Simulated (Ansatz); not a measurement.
# HF/cc-pVDZ run of CHClFGeN (SMILES N#[C][GeH]([F])[Cl])

What is the vertical singlet–triplet gap of CHClFGeN at HF/cc-pVDZ? 

The calculation is run with Ansatz 0.2.0.

154 further runs of the same task are left out: 1 that didn't finish, 153 set aside as unsound or not needed.

### Step 1. The molecule

The species is CHClFGeN (6 atoms), meant as a singlet with charge 0. SMILES: `N#[C][GeH]([F])[Cl]`. The coordinates come from a PBE0-D4/def2-TZVP relaxation.

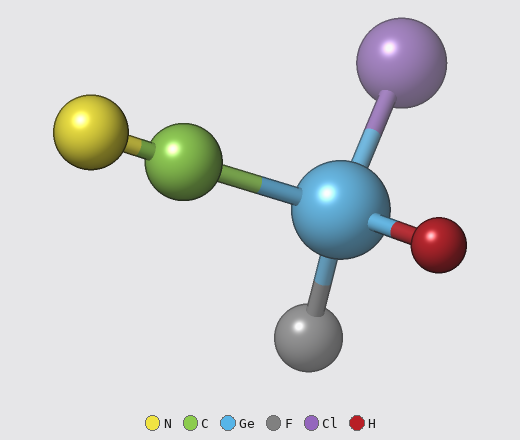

Viewed from a chosen angle; nitrogen yellow, carbon green, germanium blue, fluorine grey, chlorine purple, hydrogen red.

### Step 2. A single-point energy at HF/cc-pVDZ

The input, molecule.yaml:

```yaml
basis:
  gaussian: {orbitals: cc-pVDZ}
crystal:
  periodic: [false, false, false]
  atoms:
    - symbol: "N"
      position_ang: [-1.036900, -2.307000, 0.030700]
    - symbol: C
      position_ang: [-0.544000, -1.267300, 0.040100]
    - symbol: Ge
      position_ang: [0.237100, 0.477900, 0.107700]
    - symbol: F
      position_ang: [1.896000, 0.253800, -0.276600]
    - symbol: Cl
      position_ang: [-0.627600, 1.648100, -1.423900]
    - symbol: H
      position_ang: [0.117300, 1.130400, 1.475800]
hamiltonian: {xc: hf}
output: {orbitals: {seedname: orbitals}}
total_charge: 0
accuracy: high
```

Command:

```
$ ansatz run molecule.yaml --threads 1 --pin off --max-ram 3480MiB --events-out events.jsonl --progress --plain --runs-dir runs
```

The log of the run:

```text
Warning: RAYON_NUM_THREADS=1 ignored (pool sized by the plan → 1); use --threads N
Functional definition: HF
  name "HF"
  exchange = exact_x
  correlation = 0
2015 factors; integrals over basis functions are off by at most 4.4e-9 eV
mean field evaluation 1: about -74208.6190 eV, gradient 3.9e1 eV
mean field evaluation 2: about -74208.7640 eV, gradient 3.9e1 eV
mean field evaluation 4: about -74212.4446 eV, gradient 3.8e0 eV
mean field evaluation 8: about -74212.5053 eV, gradient 3.5e-1 eV
mean field evaluation 16: about -74212.5059 eV, gradient 1.7e-8 eV
mean field -74212.50591306 eV, -2727.2592892618 hartree, gradient 1.7e-8 eV, S^2 0.000000; 0 other end points of the search recorded, 0 dependent functions left out
reference -74212.50591306 eV, -2727.2592892618 hartree; 36, 36 occupied and 56, 56 virtual orbitals, 2015 factors
Total energy: -74212.50591306 eV, -2727.2592892618 hartree
```

Wall time 5.4 s (1 thread of Arm Neoverse V1, shared host); peak memory 0.31 GiB.

### Step 3. The triplet

The input, molecule.yaml:

```yaml
crystal:
  periodic: [false, false, false]
  atoms:
    - {symbol: "N", position_ang: [-1.036900, -2.307000, 0.030700]}
    - {symbol: C, position_ang: [-0.544000, -1.267300, 0.040100]}
    - {symbol: Ge, position_ang: [0.237100, 0.477900, 0.107700]}
    - {symbol: F, position_ang: [1.896000, 0.253800, -0.276600]}
    - {symbol: Cl, position_ang: [-0.627600, 1.648100, -1.423900]}
    - {symbol: H, position_ang: [0.117300, 1.130400, 1.475800]}
basis:
  gaussian: {orbitals: cc-pVDZ}
magnetization: {spin_polarized: true, initial_magnetization: 2}
hamiltonian: {xc: hf}
accuracy: high
output: {orbitals: {seedname: orbitals}}
```

Command:

```
$ ansatz run molecule.yaml --threads 1 --pin off --max-ram 3480MiB --events-out events.jsonl --progress --plain --runs-dir runs
```

The log of the run:

```text
Warning: RAYON_NUM_THREADS=1 ignored (pool sized by the plan → 1); use --threads N
[... 4 set-up lines as earlier in the session ...]
2015 factors; integrals over basis functions are off by at most 4.4e-9 eV
mean field evaluation 1: about -74198.4181 eV, gradient 3.0e1 eV
mean field evaluation 2: about -74198.4367 eV, gradient 3.0e1 eV
mean field evaluation 4: about -74203.8276 eV, gradient 5.5e0 eV
mean field evaluation 8: about -74206.1247 eV, gradient 2.0e0 eV
mean field evaluation 16: about -74206.8695 eV, gradient 2.6e0 eV
mean field evaluation 32: about -74207.4388 eV, gradient 1.7e-8 eV
mean field evaluation 64: about -74207.4203 eV, gradient 1.1e-1 eV
mean field evaluation 96: about -74207.4384 eV, gradient 2.8e-2 eV
mean field evaluation 128: about -74204.8821 eV, gradient 6.0e0 eV
mean field evaluation 160: about -74203.8502 eV, gradient 2.2e1 eV
mean field evaluation 192: about -74203.8647 eV, gradient 4.8e0 eV
mean field evaluation 224: about -74204.4368 eV, gradient 4.9e0 eV
mean field evaluation 256: about -74207.3852 eV, gradient 6.2e-2 eV
mean field evaluation 288: about -74196.2922 eV, gradient 1.3e1 eV
mean field -74207.43882884 eV, -2727.0730773512 hartree, gradient 2.1e-8 eV, S^2 2.014325; 2 other end points of the search recorded, 0 dependent functions left out
reference -74207.43882884 eV, -2727.0730773512 hartree; 37, 35 occupied and 55, 57 virtual orbitals, 2015 factors
Total energy: -74207.43882884 eV, -2727.0730773512 hartree
```

Wall time 35 s (1 thread of Arm Neoverse V1, shared host); peak memory 0.45 GiB.

### Step 4. What came out

Level: HF/cc-pVDZ.

```
                                        quantity           value
                           singlet: total energy  -2727.25929 Eh
                            singlet: HOMO energy       -13.42 eV
                            singlet: LUMO energy         2.23 eV
                          singlet: HOMO–LUMO gap        15.65 eV
                           triplet: total energy  -2727.07308 Eh
     triplet: HOMO energy (highest over α and β)        -8.10 eV
      triplet: LUMO energy (lowest over α and β)        -1.09 eV
                                   triplet: ⟨S²⟩           2.014
vertical energy of the triplet above the singlet        5.067 eV
```

In words: At this shape the triplet lies 5.07 eV (489 kJ/mol) above the singlet.
